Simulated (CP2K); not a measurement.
Methyl acrylate has these distinct C atoms: C1 (bonded to O and 3 H), C3 (bonded to C and 2 O), C5 (bonded to 2 C and H) and C6 (bonded to C and 2 H).

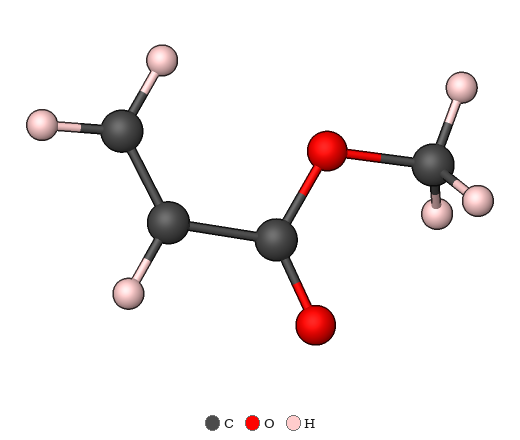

The molecule (carbon dark grey, oxygen red, hydrogen pink).

```xyz
12

C     2.1068    0.1862   -0.0872
O     0.6746    0.3724   -0.2004
C    -0.0776   -0.6298    0.3444
O     0.4057   -1.6164    0.8854
C    -1.5367   -0.4041    0.2181
C    -2.1082    0.6498   -0.3779
H     2.4037    0.1399    0.9683
H     2.4146   -0.7414   -0.5858
H     2.5507    1.0578   -0.5769
H    -2.1323   -1.1990    0.6667
H    -1.5085    1.4409   -0.8265
H    -3.1927    0.7437   -0.4281
```

Their partial C K spectra (CP2K XAS_TDP, all-electron GAPW, PBEh(45%), aug-cc-pVDZ, TDA, GW2X-corrected core level, no relativity) are given in random order, each times the number of alike atoms.

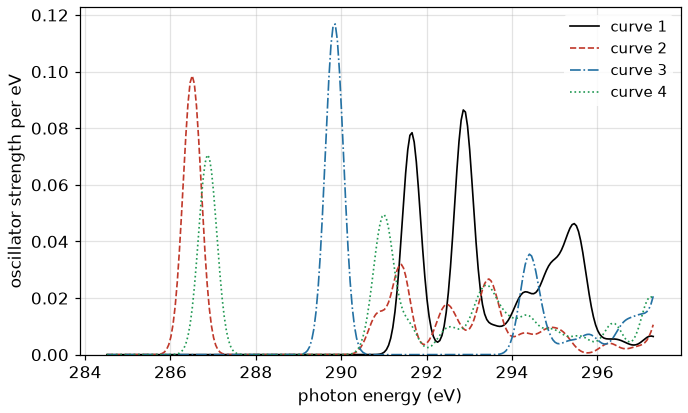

Gaussian full width 0.5 eV, oscillator strength per eV, alike atoms added, rows of zeros left out.

Question: Which curve belongs to which atom?

Curve 1: C1 (bonded to O and 3 H), leading line at 291.64 eV (f = 0.042 an atom), ionisation energy 294.12 eV, term value 2.48 eV. Curve 2: C6 (bonded to C and 2 H), leading line at 286.51 eV (f = 0.052 an atom), ionisation energy 292.88 eV, term value 6.37 eV. Curve 3: C3 (bonded to C and 2 O), leading line at 289.84 eV (f = 0.062 an atom), ionisation energy 296.33 eV, term value 6.49 eV. Curve 4: C5 (bonded to 2 C and H), leading line at 286.87 eV (f = 0.038 an atom), ionisation energy 292.72 eV, term value 5.85 eV. The leading line of an atom is its first one with 35 % of the strongest within 2.5 eV of its lowest line over the strength cut. A line lies at the core ionisation energy, which rises as an atom loses charge to its neighbours or to a π system, less the term value, which is large for a low π* or σ* orbital with weight on that atom.

[Banner, clock and machine lines of the logs are left out without a mark of their own.]

[Logs are printed without paths, hosts, clocks, repeated set-up lines and the standing remarks that a program may print on its own settings, such as how far it seeks lower states.]

[Hosts, paths, dates, database ids (printed as entryN), source tags and the programs' standing remarks are cut or masked in the printed files.]
